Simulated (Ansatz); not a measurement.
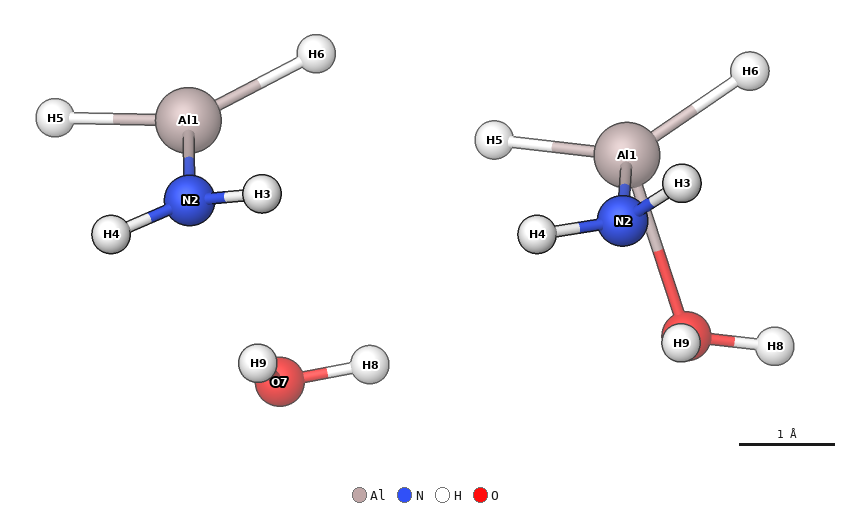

Two geometries of AlNH₆O, drawn at one scale. One is the start of a relaxation, the other its converged end. Style: ball-and-stick. Shown from a free direction.

Computed with RKS PBE0-D4/cc-pVDZ in Ansatz. Set-up: no spin polarisation; force threshold 0.03 eV/Å; at most 50 steps.

Q: Which geometry has the lower energy?

A: The right one is the relaxed one. The run prepares an end point of a later path (reaction) calculation, from a guessed geometry. The energy falls by 13.7 kcal/mol in 8 accepted moves (9 points after the start). The largest force component goes from 1.4 to 0.013 eV/Å. The line search rejected the trial step at point 8 of the run. O7 moves most after the best rigid fit: 0.52 Å. Largest moves by element: O 0.52 Å, Al 0.40 Å, H 0.33 Å, N 0.23 Å. Some distances before and after: Al1–O7 2.964 → 2.045 Å, Al1–H9 2.689 → 2.143 Å, O7–H9 0.991 → 1.011 Å, Al1–H6 1.588 → 1.603 Å. New bonds form, among them: Al1–O7 (2.96 → 2.05 Å). Among the angles between lasting bonds that change: H8–O7–H9 101.6° → 107.4°, Al1–N2–H3 124.1° → 118.8°, H5–Al1–H6 127.3° → 123.6°.

Limits of the set-up: the start holds two separate molecules, 2.3 Å apart at their closest, whose relative position is a soft coordinate.
